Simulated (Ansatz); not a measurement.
Consider ScF3 (Pm-3m).

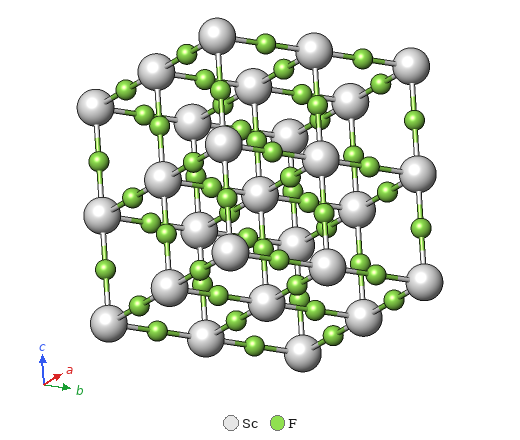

The structure (scandium white, fluorine green). 2×2×2 cells are drawn. Some periodic images of atoms are drawn too.

```yaml
crystal:
  lattice:
    - [-4.01245, 0.00000, 0.00000]
    - [0.00000, 0.00000, -4.01245]
    - [0.00000, -4.01245, 0.00000]
  atoms:
    - { symbol: Sc, position: [0.00000, 0.00000, 0.00000] }
    - { symbol: F, position: [0.50000, 0.00000, 0.00000] }
    - { symbol: F, position: [0.00000, 0.50000, 0.00000] }
    - { symbol: F, position: [0.00000, 0.00000, 0.50000] }
```

The cell and positions come from the Crystallography Open Database and are kept as given unless a step says otherwise. PAW set soft_2, made with PBE.

A constrained-RPA run (Ansatz 0.2.0; non-magnetic LDA; Sc t2g, bands c1 to c3, 4×4×4 mesh, medium accuracy) builds 3 functions on bands 1.6 eV wide, with 0.0 electrons in the window. The bare on-site interaction is 15.9 eV and the bare J 0.59 eV.

**Question.** Estimate U, U′ and J.

On the Sc t2g shell, U = 7.07 eV (44 % of the bare value), U′ = 6.13 eV, J = 0.47 eV.

The parent state is non-magnetic and the interaction static (zero frequency); U depends on the window and the orbitals, so it belongs to this model alone.

[Paths, hosts, dates, memory and timing lines, banners, echoed tables and standing remarks are left out of the program output.]

[Logs are printed without paths, hosts, clocks, repeated set-up lines and the standing remarks that a program may print on its own settings, such as how far it seeks lower states.]

[Runs of the session that timed out or met a known fault of the program may be left out.]

[Hosts, paths, dates, database ids (printed as entryN), source tags and the programs' standing remarks are cut or masked in the printed files.]
